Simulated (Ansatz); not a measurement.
## Run report: Si$_{2}$H$_{7}$Cl, frequency calculation

Si$_{2}$H$_{7}$Cl, computed with RHF/def2-SVP (Ansatz 0.2.0).

It belongs to a series of runs on one base structure; here: vibrations at the highest image of the band.

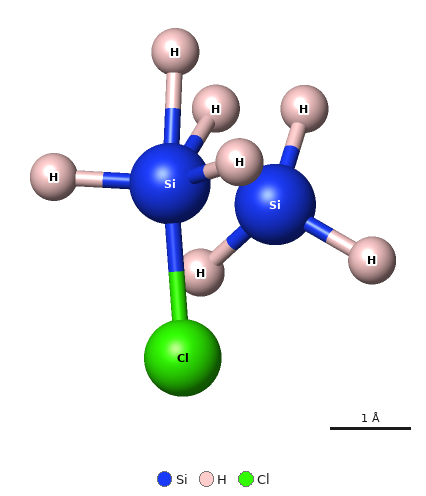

**Figure 1.** The structure as given in the input (ball-and-stick view, seen at a tilt).

## The input
```yaml
crystal:
  periodic: [false, false, false]
  atoms:
    - { symbol: Si, position_ang: [-0.016975, 0.133339, 0.016669] }
    - { symbol: H, position_ang: [0.793378, -0.612827, 1.291485] }
    - { symbol: H, position_ang: [0.936118, -0.511382, -0.889777] }
    - { symbol: Cl, position_ang: [-0.890861, 1.521859, -1.428219] }
    - { symbol: H, position_ang: [-1.26921, -0.330211, 0.618491] }
    - { symbol: Si, position_ang: [0.904644, 2.374793, 1.105469] }
    - { symbol: H, position_ang: [1.744062, 2.324715, 2.327234] }
    - { symbol: H, position_ang: [1.671992, 2.932877, -0.018944] }
    - { symbol: H, position_ang: [-0.355707, 3.08317, 1.380978] }
    - { symbol: H, position_ang: [0.868758, 0.561069, 1.260913] }
basis:
  gaussian: { orbitals: def2-SVP }
hamiltonian:
  xc: hf
phonons: {}
```

Command:
```bash
ansatz run input.yaml --threads 1 --pin off --max-ram 2048MiB --backend cpu --events-out ev --progress --plain --runs-dir out
```

## What the program printed
```
Engine: ansatz 0.2.0, aarch64-unknown-linux-gnu
Functional definition: HF
  exchange = exact_x
  correlation = 0
906 factors; integrals over basis functions are off by at most 3.6e-4 eV
mean field evaluation 1: about -28325.2571 eV, gradient 1.9e1 eV
mean field evaluation 2: about -28325.2584 eV, gradient 1.9e1 eV
mean field evaluation 4: about -28326.8369 eV, gradient 2.0e0 eV
mean field evaluation 8: about -28326.8580 eV, gradient 4.3e-4 eV
mean field -28326.85798944 eV, -1040.9928304781 hartree, gradient 1.9e-5 eV, S^2 0.000000; 0 other end points of the search recorded, 0 dependent functions left out
the calculation of the forces begins
reference -28326.85798944 eV, -1040.9928304781 hartree; 26, 26 occupied and 63, 63 virtual orbitals, 906 factors
these checks for a lower state are left out or cut short: stability, starts, cluster_reference, orbital_swaps, neighbouring_geometries, increment
906 factors; integrals over basis functions are off by at most 3.6e-4 eV
mean field evaluation 16: about -28326.8579 eV, gradient 1.3e-6 eV
mean field -28326.85789419 eV, -1040.9928269776 hartree, gradient 1.4e-6 eV, S^2 0.000000; 0 other end points of the search recorded, 0 dependent functions left out
[... from here on the field's lines of each further geometry are left out, up to the last ...]
the calculation of the forces begins
reference -28326.85793463 eV, -1040.9928284638 hartree; 26, 26 occupied and 63, 63 virtual orbitals, 906 factors
these checks for a lower state are left out or cut short: stability, starts, cluster_reference, orbital_swaps, neighbouring_geometries, increment
906 factors; integrals over basis functions are off by at most 3.6e-4 eV
mean field -28326.85798054 eV, -1040.9928301510 hartree, gradient 1.1e-6 eV, S^2 0.000000; 0 other end points of the search recorded, 0 dependent functions left out
the calculation of the forces begins
reference -28326.85798054 eV, -1040.9928301510 hartree; 26, 26 occupied and 63, 63 virtual orbitals, 906 factors
WARN: phonons: modes at or below zero, which the zero-point energy, F, S and C_V leave out: 1, the lowest at -1707.61 cm⁻¹. A minimum has none, and a first-order saddle one
Total energy: -28326.85798944 eV, -1040.9928304781 hartree
Atom 0 at    -0.016975     0.133339     0.016669 Å, force     0.006838     0.012728     0.003676 eV/Å
Atom 1 at     0.793378    -0.612827     1.291485 Å, force    -0.004609     0.006424    -0.009686 eV/Å
Atom 2 at     0.936118    -0.511382    -0.889777 Å, force     0.000605     0.004940     0.003281 eV/Å
Atom 3 at    -0.890861     1.521859    -1.428219 Å, force     0.005405    -0.013570     0.012823 eV/Å
Atom 4 at    -1.269210    -0.330211     0.618491 Å, force     0.000105     0.002695     0.001685 eV/Å
Atom 5 at     0.904644     2.374793     1.105469 Å, force    -0.008500    -0.010494     0.002361 eV/Å
Atom 6 at     1.744062     2.324715     2.327234 Å, force    -0.001036     0.000206    -0.000221 eV/Å
Atom 7 at     1.671992     2.932877    -0.018944 Å, force     0.005252     0.000560    -0.003973 eV/Å
Atom 8 at    -0.355707     3.083170     1.380978 Å, force     0.001649     0.000518    -0.000744 eV/Å
Atom 9 at     0.868758     0.561069     1.260913 Å, force    -0.005709    -0.004007    -0.009202 eV/Å
Dipole moment:     0.293770    -0.015256     0.431399 e Å
Vibrations: -1707.61 162.13 197.80 253.57 320.18 439.95 524.09 552.18 649.68 761.10 883.98 948.98 1001.60 1030.21 1121.65 1214.85 1218.74 1599.00 2084.10 2328.33 2383.27 2384.81 2398.61 2429.96 cm⁻¹, zero-point energy 1.666890 eV
```

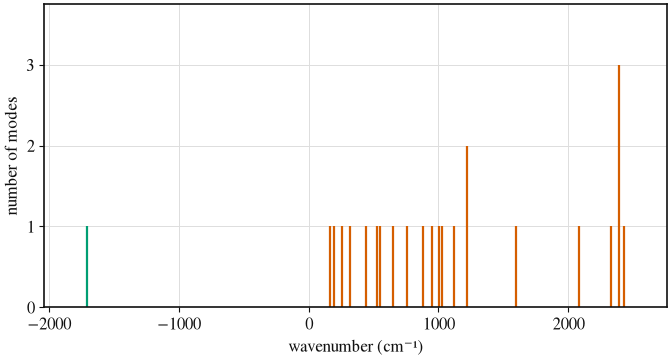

**Figure 2.** Harmonic vibrational wavenumbers from the force constants; neighbouring modes closer than 19 cm⁻¹ are counted in one stick, and imaginary ones are drawn at negative wavenumbers. 24 modes from 1708i to 2430 cm⁻¹, 1 imaginary beyond 8i (1708i cm⁻¹): a first-order saddle point, if the geometry is stationary.

## Summary

| quantity | value |
| --- | --- |
| outcome | converged |
| total energy | −28326.8580 eV |
| mean-field energy | −28326.8580 eV |
| largest force (length of the vector) | 0.019 eV/Å |
| hardware | 1 thread of Arm Neoverse V2, 24 GiB of memory available, shared host |
| wall time | 63 s |
| peak memory | 0.16 GiB |
